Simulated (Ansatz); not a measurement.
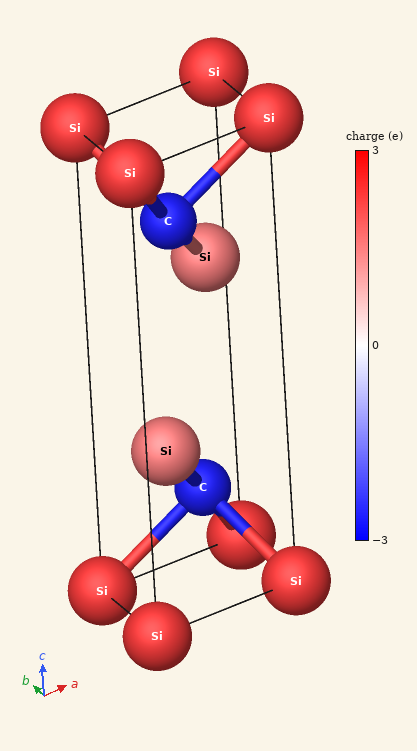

Drawn in the ball-and-stick manner and seen slightly off an axis. Atoms at the boundary of the cell (the run's own, in a reduced setting) (the box) are drawn once for each face, edge or corner they touch. The atoms of this Si3C2 cell are coloured by their Bader charge.

Setup: DFT PBE, scalar-relativistic, plane waves, PAW in Ansatz; 420 eV cutoff, k-points about 0.21 Å⁻¹ apart, Gaussian smearing of 0.1 eV, no spin polarisation.

**Give the charges by element.**

Most positive: Si; most negative: C. Charges: about Si +1.5 to +2.3 e; C -2.6 e.

The cell started as a structure type filled with these elements by a generator (whether the compound takes this form wasn't checked). Earlier steps of the study, as a rule a relaxation of our own, may have changed the cell and positions, so they can lie some per cent off the listed ones. Ansatz was used for an electronic-structure calculation on it.
